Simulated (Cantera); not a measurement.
Charge: 1 mol Fe(CO)₅, a varied amount of H₂, held at 1175 K and 460 Pa.

These are equilibrium values from Cantera (NASA tables, ideal gas, pure condensed phases), not measurements of a reactor. Candidate condensed phases: C, C₆H₆, C₇H₈, C₈H₁₈, Fe, Fe(CO)₅, FeO, Fe(OH)₂, Fe(OH)₃, Fe₂O₃, Fe₃O₄, H₂O; 114 gas species. Condensed phases not in the tables: cementite and carbon dissolved in iron. Equilibrium is a limit: real reactors are often held back by kinetics, nucleation or transport.

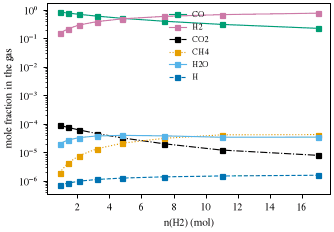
Equilibrium gas composition (values under 1e-9 drawn at 1e-9)

Read off the mole fractions at 17 mol H₂.

H₂ about 0.77, CO about 0.23, CH₄ about 4.3e-5, H₂O about 3.5e-5, CO₂ about 8.0e-6, H about 1.6e-6.
